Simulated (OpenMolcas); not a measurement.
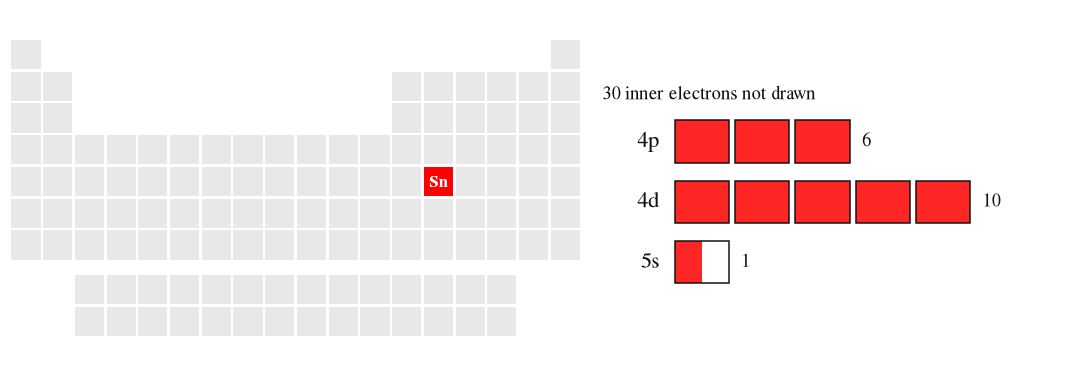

**Figure 1.** Left, the place of tin in the periodic table; right, the outer shells of the leading configuration of the lowest level: a box for each of the 2l + 1 orbitals, shaded by the share of the shell that is filled, with the electron count at the right.

## Sn³⁺: multiconfigurational calculation

Sn³⁺. Computed at this level: state-averaged XMS-CASPT2, IPEA shift 0.35, imaginary shift 0.05 hartree, closed shells 4s 4p 4d correlated, active space 1 electron in the shells 5s 5p, basis ANO-RCC-VDZ, X2C scalar Hamiltonian, spin-orbit coupling by RASSI with atomic mean-field integrals (OpenMolcas).

Log (extracts):
```
--- CASPT2 ---
Orbital specifications:
      -----------------------

      Symmetry species                           1   2
                                                ag  au
      Frozen orbitals                            8   6
      Inactive orbitals                          6   3
      Active orbitals                            1   3
      Secondary orbitals                         1   3
      Deleted orbitals                           0   0
      Number of basis functions                 16  15
Type of calculation                        SS-CASPT2
      Fock operator                              state-specific
      IPEA shift                                 0.35
      Real shift                                 0.00
      Imaginary shift                            0.05
      The input orbitals will be transformed to quasi-canonical
Reference energy:       -6171.8992182211
      E2 (Non-variational):      -0.0102062994
      Shift correction:          -0.0000016270
      E2 (Variational):          -0.0102079263
      Total energy:           -6171.9094261474
      Residual norm:              0.0000003254
      Reference weight:           0.99763
      Contributions to the CASPT2 correlation energy
      Active & Virtual Only:         -0.0000000000
      One Inactive Excited:          -0.0034394545
      Two Inactive Excited:          -0.0067668448
::    CASPT2 Root  1     Total energy:  -6171.90942615
--- CASPT2 ---
Orbital specifications:
      -----------------------

      Symmetry species                           1   2
                                                ag  au
      Frozen orbitals                            8   6
      Inactive orbitals                          6   3
      Active orbitals                            1   3
      Secondary orbitals                         1   3
      Deleted orbitals                           0   0
      Number of basis functions                 16  15
Type of calculation                        XMS-CASPT2
      Fock operator                              state-average
      IPEA shift                                 0.35
      Real shift                                 0.00
      Imaginary shift                            0.05
      The input orbitals will be transformed to quasi-canonical
      The input states will be rotated to diagonalize the Fock operator
Reference energy:       -6171.5700522844
      E2 (Non-variational):      -0.0089794150
      Shift correction:          -0.0000024061
      E2 (Variational):          -0.0089818211
      Total energy:           -6171.5790341055
      Residual norm:              0.0000000400
      Reference weight:           0.99762
      Contributions to the CASPT2 correlation energy
      Active & Virtual Only:         -0.0000000000
      One Inactive Excited:          -0.0021531531
      Two Inactive Excited:          -0.0068262619
Reference energy:       -6171.5700522844
      E2 (Non-variational):      -0.0089798707
      Shift correction:          -0.0000024062
      E2 (Variational):          -0.0089822769
      Total energy:           -6171.5790345613
      Residual norm:              0.0000000400
      Reference weight:           0.99762
      Contributions to the CASPT2 correlation energy
      Active & Virtual Only:         -0.0000000000
      One Inactive Excited:          -0.0021530597
      Two Inactive Excited:          -0.0068268110
::    XMS-CASPT2 Root  1     Total energy:  -6171.57903456
::    XMS-CASPT2 Root  2     Total energy:  -6171.57903426
::    XMS-CASPT2 Root  3     Total energy:  -6171.57903411
```

Spin-orbit levels, grouped by J and assigned:

| Configuration | Level | E (eV) | LS purity (%) | Landé g |
| --- | --- | --- | --- | --- |
| 5s | ²S₁/₂ | 0 | 100 | 2.002 |
| 5p | ²P°₁/₂ | 8.471 | 100 | 0.666 |
| 5p | ²P°₃/₂ | 9.250 | 100 | 1.334 |

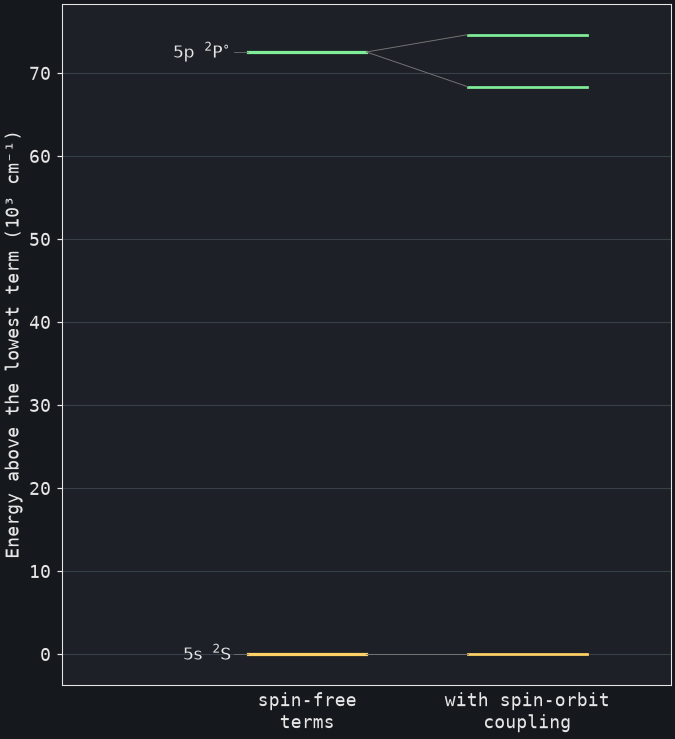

**Figure 2.** Terms of Sn³⁺ without and with spin-orbit coupling; the J values are left off. 5s ²S (at 0) gives the one level J = 1/2; 5p ²P° (at 72,500 cm⁻¹) splits over 6,290 cm⁻¹ into J = 1/2, 3/2 from the bottom up (normal). The ground level lies 0 below the lowest term.

Input:
```
&GATEWAY
Coord
1

Sn 0.0 0.0 0.0
Basis=ANO-RCC-VDZ
Group=XYZ
NoMove
AngMom=0.0 0.0 0.0
AMFI
RX2C
&SEWARD
&RASSCF
FileOrb=start.orb
Symmetry=1
Spin=2
nActEl=1 0 0
Inactive=14 9
Ras2=1 3
CIRoot=1 1 1
SDav=1
CIMx=300
Iter=120 100
PrWF=0.3
OrbListing=Nothing
MaxOrb=0
Atom
>>> COPY $Project.JobIph JOB001
&RASSCF
FileOrb=start.orb
Symmetry=2
Spin=2
nActEl=1 0 0
Inactive=14 9
Ras2=1 3
CIRoot=3 3 1
SDav=3
CIMx=300
Iter=120 100
PrWF=0.3
OrbListing=Nothing
MaxOrb=0
Atom
>>> COPY $Project.JobIph JOB002
&RASSI
NrOfJobIphs=2 1 3
1
1 2 3
IphNames
JOB001
JOB002
EJob
SpinOrbit
DIPRint=1.0
SOCoupling=1000.0
Subsets=2
MEES
Property=10
'ANGMOM' 1 'ANGMOM' 2 'ANGMOM' 3 'MLTPL  1' 1 'MLTPL  1' 2 'MLTPL  1' 3
'AMFI' 1 'AMFI' 2 'AMFI' 3 'MLTPL  2' 6
SOProperty=3
'ANGMOM' 1 'ANGMOM' 2 'ANGMOM' 3
>>> COPY JOB001 $Project.JobIph
&CASPT2
Multistate=1 1
Frozen=8 6
IPEA=0.35
Imaginary=0.05
MaxIter=60
WThr=0.0 0.3 0.05
PrWF=0.5
NoMix
>>> COPY JOB002 $Project.JobIph
&CASPT2
XMultistate=3 1 2 3
Frozen=8 6
IPEA=0.35
Imaginary=0.05
MaxIter=60
WThr=0.0 0.3 0.05
PrWF=0.5
NoMix
```

The file start.orb holds starting orbitals from an earlier step. A driver script formed the levels outside the program, from RASSI's spin-orbit matrix and the CASPT2 energies (for multi-state variants, the effective Hamiltonian), averaged over the components of each term or state. The log and the time are those of the CASPT2 step.

Launched with:
```bash
OMP_NUM_THREADS=1 MOLCAS_MEM=2252 MOLCAS_PROJECT=a pymolcas a.inp > a.log  # once for each step of the input, in one work folder
```

Key numbers:

- outcome: converged
- lowest level: 5s ²S₁/₂
- first excited level: 5p ²P°₁/₂, 68,321 cm⁻¹ (measured: 69,564)
- energy of the lowest spin-free term: −6171.90943 hartree
- energy of the lowest spin-orbit level: −6171.90943 hartree
- CASPT2 correlation energy: −0.0102 hartree
- largest spread among components of a term: 0.1 cm⁻¹
- lowest reference weight: 0.998
- hardware: 1 thread of Intel Xeon (Sapphire Rapids), 256 GiB of memory available, shared host
- wall time: 0.73 s

Remarks:

Limits: small basis contracted for the neutral atom, rough for a high charge.
